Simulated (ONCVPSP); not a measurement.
## Pseudopotential generation, with input and output: Tl

Thallium (Tl, Z = 81), core [Kr] 4d10 4f14, reference valence 5s2 5p6 5d10 6s2 6p1, valence charge 21. Computed at this level: ONCV potential, BLYP, scalar-relativistic, made with ONCVPSP 4.0.1.

**Key numbers**

- outcome: generated
- cutoffs needed: 41 Ha and 50 Ha (the cutoffs at which the residual kinetic energy of the hardest occupied pseudo-wave falls to 1 and 0.1 mHa per electron)
- ghost test: no bound ghost flagged; GHOST(+) flagged for s at 147.2 eV
- configuration tests: 1 of 4 tests not solved
- rms error of d²Exc/dni dnj: 7.27 mHa without and 1.69 mHa with the model core
- largest excitation error among the tests solved: +13 meV (all-electron minus pseudo) for 5s2 5p6 5d9 6s2 6p2
- range over which the phases arctan(r R′/R) at the test radius agree within 0.05 rad (a looser test near the poles than one of phase shifts): s: up to about 4.7 Ha; p: over the whole range computed; d: over the whole range computed; f: not judged, local potential alone
- hardware: 1 CPU thread, shared host
- wall time: 5.8 s

**Notes**

Warnings of the program, in the generation or the tests: psatom: WARNING lschvkbb convergence error n,l,iter= 3 1 4.

**The input**
```
# ATOM AND REFERENCE CONFIGURATION
# atsym  z   nc   nv     iexc    psfile
  Tl 81.00   10    5  -106131      upf
#
#   n    l    f
    1    0    2.00
    2    0    2.00
    2    1    6.00
    3    0    2.00
    3    1    6.00
    3    2   10.00
    4    0    2.00
    4    1    6.00
    4    2   10.00
    4    3   14.00
    5    0    2.00
    5    1    6.00
    5    2   10.00
    6    0    2.00
    6    1    1.00
#
# PSEUDOPOTENTIAL AND OPTIMIZATION
# lmax
    2
#
#   l,   rc,      ep,       ncon, nbas, qcut
    0    1.65    0.00    5    9    6.70
    1    1.35    0.00    4    8   10.80
    2    2.05    0.00    4    9    7.10
#
# LOCAL POTENTIAL
# lloc, lpopt,  rc(5),   dvloc0
    4    3    1.00   -1.00
#
# VANDERBILT-KLEINMAN-BYLANDER PROJECTORs
# l, nproj, debl
    0    2    4.00
    1    2    0.30
    2    2    1.10
#
# MODEL CORE CHARGE
# icmod, fcfact, rcfact
    3    2.75    1.25
#
# LOG DERIVATIVE ANALYSIS
# epsh1, epsh2, depsh
   -6.00    5.00    0.04
#
# OUTPUT GRID
# rlmax, drl
    6.00    0.01
#
# TEST CONFIGURATIONS
# ncnf
    4
# nvcnf
#   n    l    f
    5
    5    0    2.00
    5    1    6.00
    5    2   10.00
    6    0    2.00
    6    1    0.00
#
    5
    5    0    2.00
    5    1    6.00
    5    2   10.00
    6    0    1.00
    6    1    0.00
#
    5
    5    0    2.00
    5    1    6.00
    5    2   10.00
    6    0    0.00
    6    1    0.00
#
    5
    5    0    2.00
    5    1    6.00
    5    2    9.00
    6    0    2.00
    6    1    2.00
#
```

Launched with:
```bash
oncvpsp.x < Tl.dat > Tl.out
```

**Log (extracts)**
```
ONCVPSP  (Optimized Norm-Conservinng Vanderbilt PSeudopotential)
scalar-relativistic version 4.0.1

#   n    l    f        energy (Ha)
    1    0    2.00    -3.1474594E+03
    2    0    2.00    -5.6039306E+02
    2    1    6.00    -4.8190421E+02
    3    0    2.00    -1.3374903E+02
    3    1    6.00    -1.1116623E+02
    3    2   10.00    -8.7794060E+01
    4    0    2.00    -2.9837797E+01
    4    1    6.00    -2.2437448E+01
    4    2   10.00    -1.3772170E+01
    4    3   14.00    -4.1829364E+00
    5    0    2.00    -4.8100380E+00
    5    1    6.00    -2.7895351E+00
    5    2   10.00    -5.6152582E-01
    6    0    2.00    -3.4846743E-01
    6    1    1.00    -8.6317240E-02

Reference configufation results
  iterations    33
  all-electron total energy (Ha)   -2.02469946D+04

Begin loop to  construct optimized pseudo wave functions
and semi-local pseudopoentials for all angular momenta

Calculating optimized projector #   1

 for l=   0

    Fraction of norm inside rc  0.987687
    Optimizing pswf for qcut=   6.70 a_B^-1,  ecut=  22.44 Ha
    Residual kinetic energy error=  2.75D-04 Ha

    Energy error per electron        Cutoff
         Ha          eV             Ha
         0.01000     0.27211       13.10
         0.00100     0.02721       19.36
         0.00010     0.00272       49.62
         0.00001     0.00027       85.38

Calculating optimized projector #   2

 for l=   0

    Fraction of norm inside rc  0.149125
    Optimizing pswf for qcut=   6.70 a_B^-1,  ecut=  22.44 Ha
    Residual kinetic energy error=  3.99D-04 Ha

    Energy error per electron        Cutoff
         Ha          eV             Ha
         0.01000     0.27211       10.47
         0.00100     0.02721       19.99
         0.00010     0.00272       42.73
         0.00001     0.00027       99.23

Calculating optimized projector #   1

 for l=   1

    Fraction of norm inside rc  0.852513
    Optimizing pswf for qcut=  10.79 a_B^-1,  ecut=  58.20 Ha
    Residual kinetic energy error=  6.68D-07 Ha

    Energy error per electron        Cutoff
         Ha          eV             Ha
         0.01000     0.27211       31.22
         0.00100     0.02721       40.51
         0.00010     0.00272       47.21
         0.00001     0.00027       52.52

Calculating optimized projector #   2

 for l=   1

    Fraction of norm inside rc  0.022280
    Optimizing pswf for qcut=  10.79 a_B^-1,  ecut=  58.20 Ha
    Residual kinetic energy error=  1.73D-07 Ha

    Energy error per electron        Cutoff
         Ha          eV             Ha
         0.01000     0.27211       10.20
         0.00100     0.02721       31.66
         0.00010     0.00272       41.57
         0.00001     0.00027       48.85

   Wellstate for l =  2  n =  6
     eigenvalue =   0.5385
     asymptotic potential =   1.0385
     half-point radius =  4.0995

Calculating optimized projector #   1

 for l=   2

    Fraction of norm inside rc  0.881268
    Optimizing pswf for qcut=   7.10 a_B^-1,  ecut=  25.19 Ha
    Residual kinetic energy error=  5.19D-06 Ha

    Energy error per electron        Cutoff
         Ha          eV             Ha
         0.01000     0.27211       15.88
         0.00100     0.02721       19.34
         0.00010     0.00272       21.99
         0.00001     0.00027       24.36

Calculating optimized projector #   2

 for l=   2

    Fraction of norm inside rc  0.106348
    Optimizing pswf for qcut=   7.10 a_B^-1,  ecut=  25.19 Ha
    Residual kinetic energy error=  3.75D-06 Ha

    Energy error per electron        Cutoff
         Ha          eV             Ha
         0.01000     0.27211       14.12
         0.00100     0.02721       18.41
         0.00010     0.00272       21.52
         0.00001     0.00027       24.10

Construct Vanderbilt / Kleinmman-Bylander projectors

B matrix Hermiticity error, ll=   0
   1   2    9.7125E-04

  Orthonormal projector coefficients  1.4575E+01  3.2458E+00

B matrix Hermiticity error, ll=   1
   1   2    3.1822E-04

  Orthonormal projector coefficients  1.4304E+01  2.3373E+00

B matrix Hermiticity error, ll=   2
   1   2    1.4297E-04

  Orthonormal projector coefficients  6.0439E+00 -1.8147E+00

Model core correction analysis
  based on d2Exc/dn_idn_j

d2excae - all-electron derivatives

   -2.893952D-02   -2.507039D-02   -1.432779D-02   -2.031043D-03
   -8.154274D-04
   -2.507043D-02   -2.450353D-02   -1.706264D-02   -2.860697D-03
   -9.304443D-04
   -1.432782D-02   -1.706267D-02   -1.768571D-02   -8.485616D-03
   -3.278936D-03
   -2.031025D-03   -2.860610D-03   -8.485261D-03   -2.011104D-02
   -1.471504D-02
   -8.154347D-04   -9.304296D-04   -3.278536D-03   -1.471252D-02
   -2.061291D-02

d2excps - pseudofunction derivatives with no core correction

   -6.238621D-02   -3.257971D-02   -1.506360D-02   -5.716814D-03
   -1.310521D-03
   -3.258247D-02   -3.135447D-02   -1.933548D-02   -3.426847D-03
   -1.259228D-03
   -1.506427D-02   -1.933561D-02   -1.929763D-02   -8.614802D-03
   -3.361672D-03
   -5.718598D-03   -3.426778D-03   -8.614452D-03   -2.048413D-02
   -1.474607D-02
   -1.310707D-03   -1.259236D-03   -3.361274D-03   -1.474355D-02
   -2.062924D-02

rms 2nd derivative error    7.269582E-03

rmatch, rhocmatch    0.7494   23.9024

Teter function model core charge with specified parameters

d2excps - pseudofunction derivatives with core correction

   -3.550348D-02   -2.676316D-02   -1.398931D-02   -2.874811D-03
   -9.756910D-04
   -2.676317D-02   -2.833594D-02   -1.855166D-02   -2.937901D-03
   -1.102006D-03
   -1.398933D-02   -1.855174D-02   -1.901244D-02   -8.543950D-03
   -3.327680D-03
   -2.874836D-03   -2.937820D-03   -8.543602D-03   -2.017139D-02
   -1.471576D-02
   -9.757084D-04   -1.101999D-03   -3.327281D-03   -1.471325D-02
   -2.062026D-02

rms 2nd derivative error    1.691024E-03

Pseudoatom total energy -173.198248

Diagnostic tests using Vanderbilt-Kleinman-Bylander pseudopotentials
  1 or more projectors used as specified by nproj input data

   l    rcore       rmatch      e in        delta e   norm test  slope test

   0   1.6506945   1.7008132  -4.8100380   0.0000051   1.0003316   1.0002956
   0   1.6506945   1.7008132  -0.3484674   0.0000029   1.0000484   1.0000364

   1   1.3549814   1.3961216  -2.7895351  -0.0000084   1.0002491   1.0002678
   1   1.3549814   1.3961216  -0.0863172   0.0000067   1.0001130   1.0000957

   2   2.0596432   2.1221784  -0.5615258  -0.0000056   1.0001458   1.0001505
   2   2.0596432   2.1221784   0.5384742  -0.0000006   1.0002429   1.0002429

 Testing for bound ghosts
   n   l    E NL Schr. Eq   E Basis Diag.   E Cutoff

   1   0       -4.810033       -4.810032    129.32
   2   0       -0.348465       -0.329039    129.32

   2   1       -2.789543       -2.789533    165.45
   3   1       -0.086311        0.140276    165.45

   3   2       -0.561531       -0.561484    104.76

 Testing for highly-localized positive-energy ghosts
       l    <radius>/rc     E Basis Diag.   E Cutoff

       0        0.632327        5.410029    129.32  WARNING - GHOST(+)

Test configuration 0

   n   l     f        eae           eps        diff
   1   0  2.0000-3147.45935030
   2   0  2.0000 -560.39306419
   2   1  6.0000 -481.90420979
   3   0  2.0000 -133.74903128
   3   1  6.0000 -111.16623284
   3   2 10.0000  -87.79405976
   4   0  2.0000  -29.83779654
   4   1  6.0000  -22.43744839
   4   2 10.0000  -13.77217033
   4   3 14.0000   -4.18293640
   5   0  2.0000   -4.81003797   -4.81003283    5.15D-06
   5   1  6.0000   -2.78953508   -2.78954346   -8.37D-06
   5   2 10.0000   -0.56152582   -0.56153142   -5.61D-06
   6   0  2.0000   -0.34846743   -0.34846456    2.87D-06
   6   1  1.0000   -0.08631724   -0.08631054    6.70D-06

    Total energies and differences
      AE_ref= -2.02469946D+04  AE_tst= -2.02469946D+04  dif=  0.00D+00
      PS_ref= -1.73198248D+02  PS_tst= -1.73198248D+02  dif= -1.42D-13
      PSP excitation error=  1.42D-13

Test configuration 1

   n   l     f        eae           eps        diff
   1   0  2.0000-3147.72901694
   2   0  2.0000 -560.66176385
   2   1  6.0000 -482.17298623
   3   0  2.0000 -134.01763473
   3   1  6.0000 -111.43484627
   3   2 10.0000  -88.06261342
   4   0  2.0000  -30.10640091
   4   1  6.0000  -22.70605343
   4   2 10.0000  -14.04075391
   4   3 14.0000   -4.45151073
   5   0  2.0000   -5.07868805   -5.07873736   -4.93D-05
   5   1  6.0000   -3.05847680   -3.05853953   -6.27D-05
   5   2 10.0000   -0.82938801   -0.82946322   -7.52D-05
   6   0  2.0000   -0.59912118   -0.59909938    2.18D-05

    Total energies and differences
      AE_ref= -2.02469946D+04  AE_tst= -2.02468039D+04  dif=  1.91D-01
      PS_ref= -1.73198248D+02  PS_tst= -1.73007469D+02  dif=  1.91D-01
      PSP excitation error= -8.06D-05

Test configuration 2

   n   l     f        eae           eps        diff
   1   0  2.0000-3148.12334209
   2   0  2.0000 -561.05274874
   2   1  6.0000 -482.56404659
   3   0  2.0000 -134.40880424
   3   1  6.0000 -111.82602091
   3   2 10.0000  -88.45357898
   4   0  2.0000  -30.49768517
   4   1  6.0000  -23.09728435
   4   2 10.0000  -14.43184228
   4   3 14.0000   -4.84251105
   5   0  2.0000   -5.46916490   -5.47272165   -3.56D-03
   5   1  6.0000   -3.44888151   -3.44989328   -1.01D-03
   5   2 10.0000   -1.21213692   -1.21231881   -1.82D-04
   6   0  1.0000   -0.93528157   -0.93557684   -2.95D-04

    Total energies and differences
      AE_ref= -2.02469946D+04  AE_tst= -2.02460390D+04  dif=  9.56D-01
      PS_ref= -1.73198248D+02  PS_tst= -1.72242195D+02  dif=  9.56D-01
      PSP excitation error= -4.71D-04

Test configuration 3

psatom: WARNING lschvkbb convergence error n,l,iter=   3   1   4
ea(ii),et,emin,emax -9.389144E-02 -1.032806E-01 -1.032806E-01 -1.032806E-01
run_config: WARNING for fully non-local PS atom, stg. 1
 WARNING no output for configuration 4

Test configuration 4

   n   l     f        eae           eps        diff
   1   0  2.0000-3147.66844532
   2   0  2.0000 -560.60742924
   2   1  6.0000 -482.11840898
   3   0  2.0000 -133.96104218
   3   1  6.0000 -111.37820323
   3   2 10.0000  -88.00671691
   4   0  2.0000  -30.04782321
   4   1  6.0000  -22.64731465
   4   2 10.0000  -13.98201069
   4   3 14.0000   -4.39216664
   5   0  2.0000   -5.00959787   -5.00668096    2.92D-03
   5   1  6.0000   -2.97975072   -2.97849122    1.26D-03
   5   2  9.0000   -0.71943633   -0.71823436    1.20D-03
   6   0  2.0000   -0.42588212   -0.42581248    6.96D-05
   6   1  2.0000   -0.12510864   -0.12514321   -3.46D-05

    Total energies and differences
      AE_ref= -2.02469946D+04  AE_tst= -2.02464596D+04  dif=  5.35D-01
      PS_ref= -1.73198248D+02  PS_tst= -1.72663806D+02  dif=  5.34D-01
      PSP excitation error=  4.83D-04
```

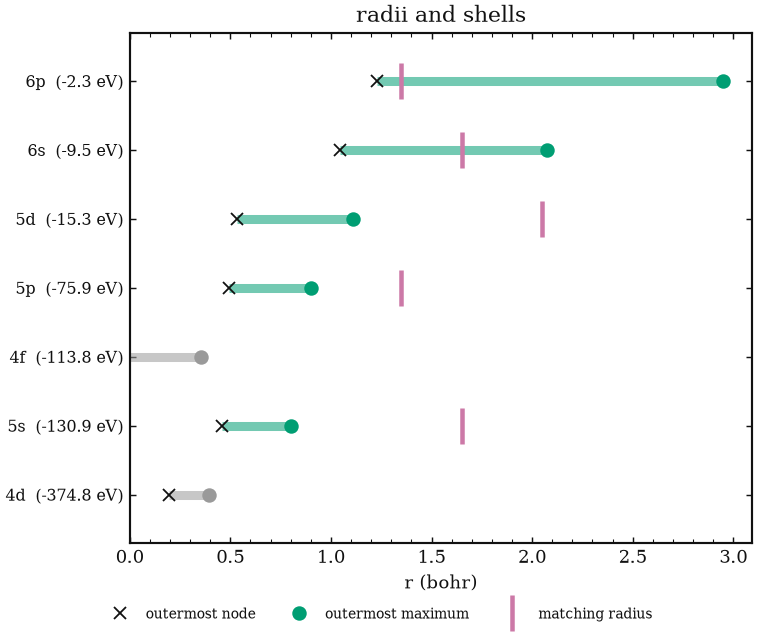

Figure 1. Outer shells of the all-electron reference atom: each bar runs from the outermost node (or the nucleus) to the outermost maximum of u(r); the tick is the radius chosen for the pseudo-wave. Shells without a tick have no pseudo-wave of their own. Levels, nodes and maxima are from ld1.x, scalar-relativistic.

- Radii against the shells: 5s: 1.65 bohr, outside the maximum; 5p: 1.35 bohr, outside the maximum; 5d: 2.05 bohr, outside the maximum; 6s: 1.65 bohr, between node and maximum; 6p: 1.35 bohr, between node and maximum.

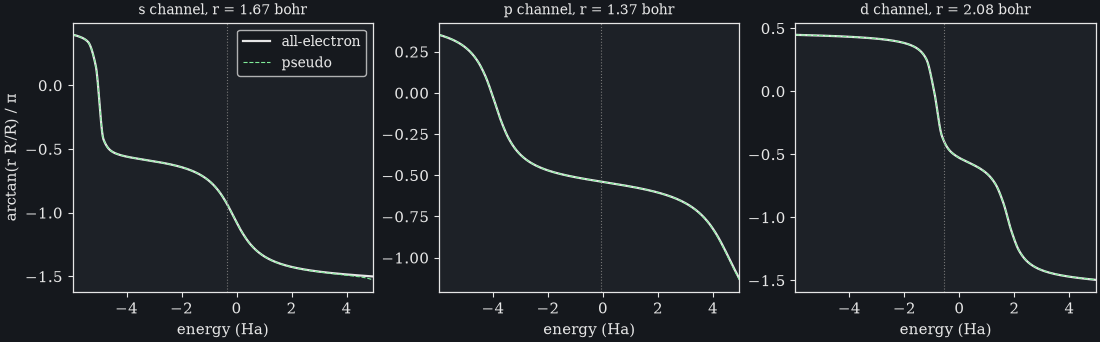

Figure 2. Unwrapped phase arctan(r R′/R) in units of π against energy, all-electron (solid) and pseudo (dashed); the pseudo phase is matched to the all-electron one at the reference energy. Here R(r) is the radial function. The dotted line marks the reference energy of the channel. Not drawn: f: not judged.

- Poles, where the radial function vanishes at the test radius: s: all-electron at -4.6 and 4.9 Ha, pseudo at -4.6 and 4.4 Ha; p: all-electron at -1.3 Ha, pseudo at -1.3 Ha; d: all-electron at -0.2 Ha, pseudo at -0.2 Ha.
- Ghost states: the plot shows none: the two phases stay within 0.09 rad of each other in all channels drawn. The separate test gives: no bound ghost flagged; GHOST(+) flagged for s at 147.2 eV.

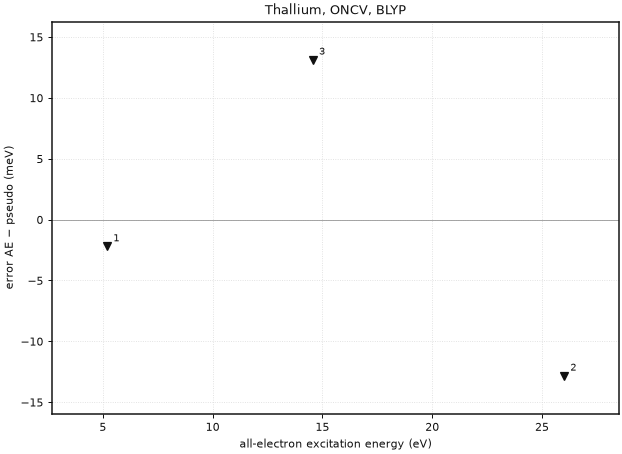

Figure 3. Errors, all-electron minus pseudo, of the energies of valence configurations relative to the unpolarised reference 5s2 5p6 5d10 6s2 6p1. Points: 1 = 5s2 5p6 5d10 6s2 6p0; 2 = 5s2 5p6 5d10 6s1 6p0; 3 = 5s2 5p6 5d9 6s2 6p2. Not all tests gave a result: 1 of 4 tests not solved.

- Worst configuration: 5s2 5p6 5d9 6s2 6p2 (neutral): the error is +13 meV on an all-electron energy of +14.56 eV relative to the reference, or 0.09 %.
- Configurations within 10 meV and within 50 meV: 1 and 3 of 3.

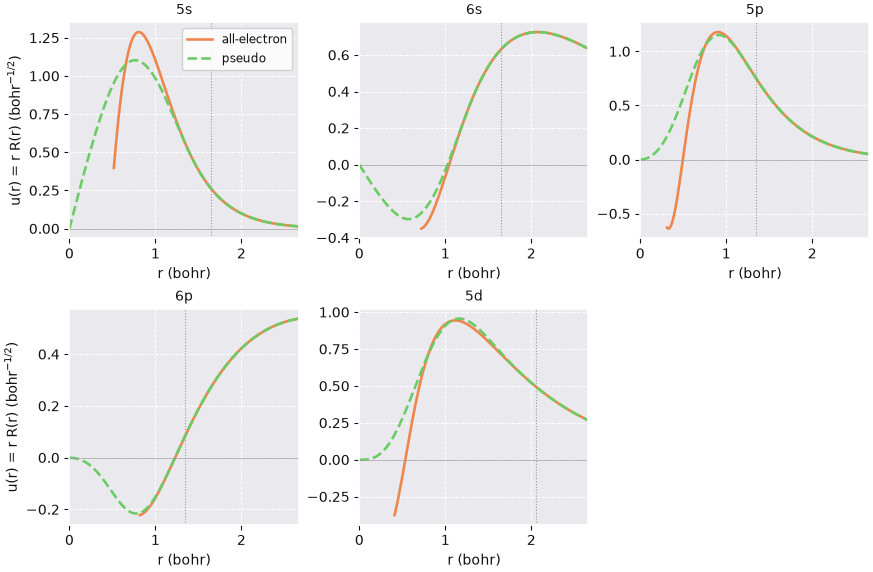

Figure 4. Pseudo-waves (dashed) against the all-electron radial functions (solid). Dotted lines mark the matching radii. The innermost oscillations of some all-electron curves aren't drawn. Pseudo-waves: 5s has no node; 6s has a node at about 1.0 bohr; 5p has no node; 6p has a node at about 1.2 bohr; 5d has no node. A node in 6s and 6p is expected, since a lower shell of the same l is also in the valence and the two must stay orthogonal.
